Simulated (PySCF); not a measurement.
Molecule: B(Br)2(Vi), SMILES B(C=C)(Br)Br. Atoms near the plane z = 0.0 Å, at the PBE0/def2-SVP optimised geometry (x, y, z in Å): B1 (-1.2, 0.2, 0.0), Br2 (-2.1, 1.9, 0.0), Br3 (-2.2, -1.4, 0.0), C4 (0.4, 0.2, 0.0), C5 (1.1, -0.9, 0.0), H6 (0.9, 1.2, 0.0), H7 (2.2, -0.9, 0.0), H8 (0.6, -1.9, 0.0).

Method: PBE0/def2-TZVP run with PySCF. Cells within 0.4 Å of a nucleus heavier than hydrogen are left out (blank, or x). The values are rescaled to run from 0 to 1.

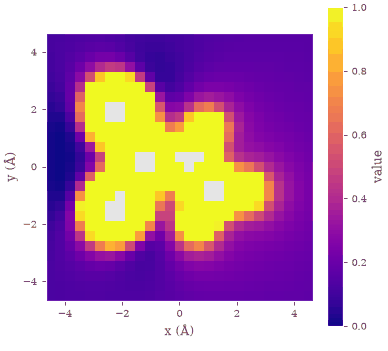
Figure: a field on the plane z = 0.0 Å.

### Question
Which quantity is mapped?
A. deformation density (molecule minus spherical neutral atoms)
B. electron localisation function
C. electrostatic potential
D. log10 of the electron density

### Answer
C, electrostatic potential. In full: electrostatic potential (hartree/e), clipped to [-0.08, 0.12].
